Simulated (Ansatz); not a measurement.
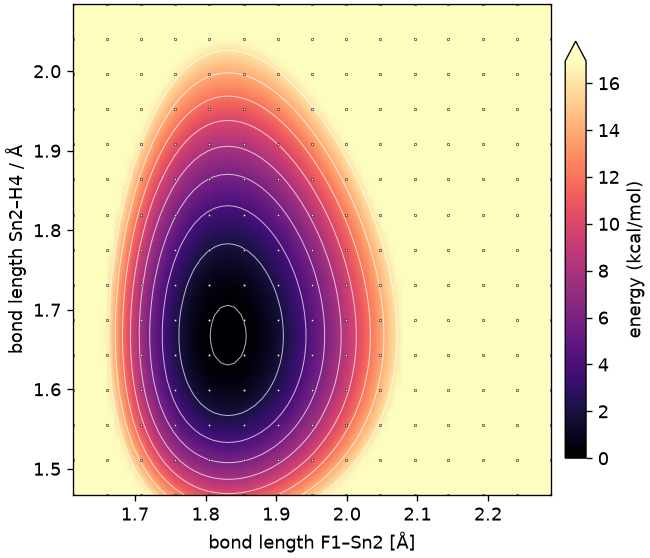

ClFHSn, SMILES [F][SnH+][Cl], charge +1. The first coordinate is: bond length F1–Sn2; the second: bond length Sn2–H4. Nothing is relaxed (all other coordinates rigid). Grid: 15 × 15 points. Points are written as (first, second). Energies: kcal/mol, counted from the lowest grid point. Computed with RHF/def2-TZVP (Ansatz 0.2.0).

In the figure: a smooth colour map with a few white contour lines, dots at the grid points, one colour for all values above the top of the scale. Between grid points the surface is interpolated.

Where is the minimum, and how stiff is the well along each coordinate?

Answer. The interpolated minimum is at bond length F1–Sn2 ≈ 1.832 Å, bond length Sn2–H4 ≈ 1.667 Å. The curvatures there are about 36 eV/Å² and 17 eV/Å², with a cross term of about 0 eV/Å². Round the minimum the two coordinates are nearly uncoupled. (1 eV is 23.1 kcal/mol.)
